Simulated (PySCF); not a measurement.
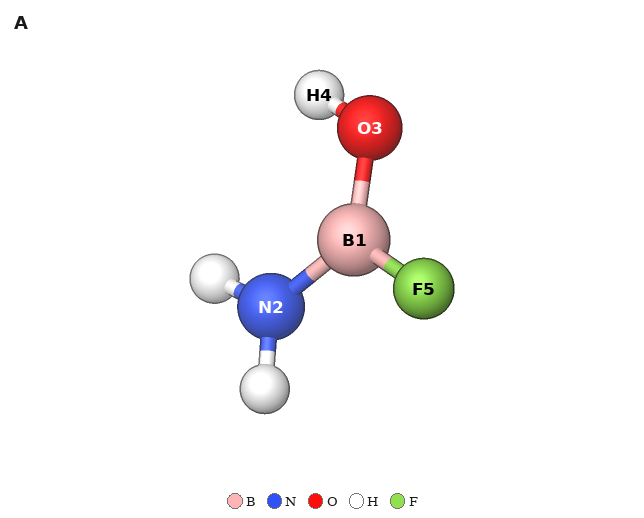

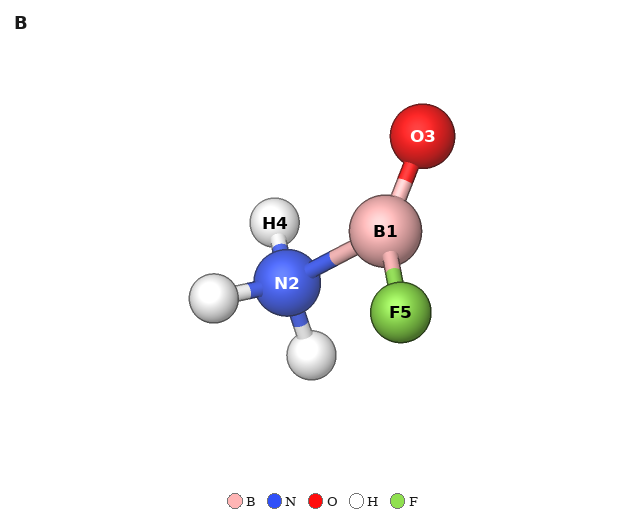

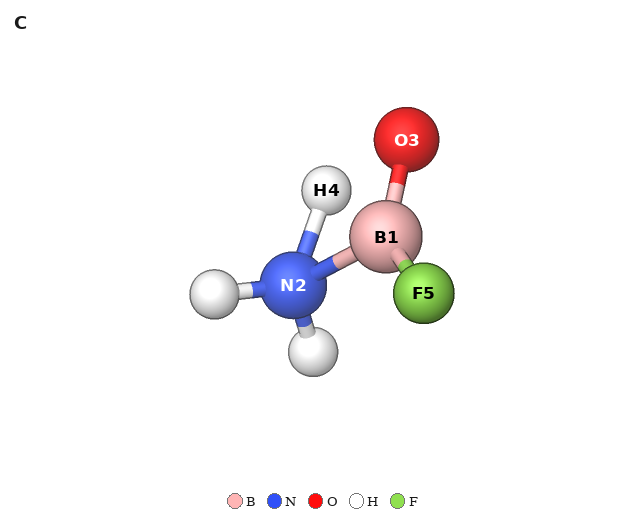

Three stationary points along one reaction path, in mixed order. Sticks follow a distance rule, so a partial bond may show as a full stick or not at all. The species is neutral and a spin singlet. Geometries: PBE0-D4/def2-TZVP; all other levels are single points on them, and energies count from the start as drawn. Program: PySCF 2.14.0. In CBS estimates cores are frozen, and CCSD(T) − MP2 is taken in the smaller basis.

Which panel shows the transition state?

Answer. C.

Which bonds form and which break from A to B?

Answer. Formed: N2–H4; broken: O3–H4. At the saddle point N2···H4 is 1.24 Å, O3···H4 is 1.35 Å.

Give the electronic barrier and the reaction energy from A to B in kJ/mol (no zero-point energy) with CCSD(T)/CBS (MP2 limit from def2-TZVPP and def2-QZVPP plus CCSD(T) − MP2).

| level | barrier | reaction energy |
| --- | --- | --- |
| CCSD(T)/CBS (MP2 limit from def2-TZVPP and def2-QZVPP plus CCSD(T) − MP2) | 211.7 | +131.6 |
